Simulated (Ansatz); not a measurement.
A computed series for ZnS: alloy series

Start from ZnS in the zinc blende structure (space group F-43m, No. 216; a = 5.389 Å).

The other end (x = 1) is ZnSe in the zinc blende structure (space group F-43m, No. 216): 22.73 Å³/atom, gap 1.87 eV.

Se replaces a fraction x of S; each row is one arrangement (x, atoms in the cell, starting space group or random), fully relaxed.

Level of theory: Ansatz (a first-principles code) r2SCAN, no spin-orbit coupling.

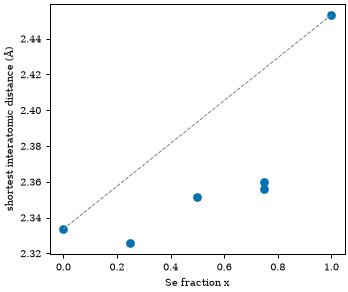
Shortest interatomic distance against Se fraction x; the dashed line joins the ends

Q: From the plot, what is the shortest interatomic distance for x(Se) = 0.5, 8 atoms, P-4m2?

A: About 2.35 Å.

Each cell is one ordered arrangement of few atoms, which overstates ordering effects compared with a random alloy. Whether these cells are dynamically stable was not tested.
